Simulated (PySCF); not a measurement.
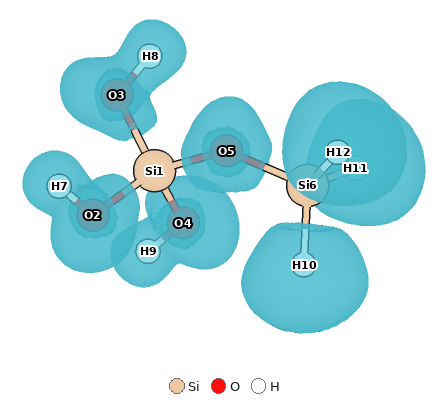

The picture shows: H$_{6}$O$_{4}$Si$_{2}$ ((OH)3Si-O-SiH3). Isosurface of the ELF at 0.75 (cyan), seen at a tilt. Only the valence region is drawn (cores and ρ < 0.01 e/Å³ removed).

Geometry: PBE0-D3(BJ)/def2-SVP.

These are results of CAM-B3LYP/def2-SVPD, SCF density, gas phase in PySCF, not measurements.

```xyz
12

Si    0.2839   -0.1054   -0.9123
O     1.8154   -0.6551   -1.1465
O    -0.6272   -0.7167   -2.1432
O     0.3495    1.5370   -0.8301
O    -0.4026   -0.5706    0.5059
Si   -0.5948    0.0624    2.0341
H     1.8833   -1.5185   -1.5640
H    -1.5665   -0.7995   -1.9555
H     0.9572    1.9732   -1.4333
H     0.6639    0.7102    2.5069
H    -1.7012    1.0638    2.0435
H    -0.9454   -1.0635    2.9457
```

> Where are the electrons localised?

At this value the surface marks out three regions around hydrogen nuclei, one region on O in which the atom's valence shell and bonds are merged and three joined regions spread over several atoms (H, O), in which their bonds and any lone pairs are merged.

Values along the shortest contacts:
Si–O (1.64 Å): the ELF peaks at about 0.90 between the atoms (a polar covalent bond). O–H (0.96 Å): the ELF climbs to about 1 towards the hydrogen, as it does in any bond to H (an ordinary covalent bond to hydrogen).
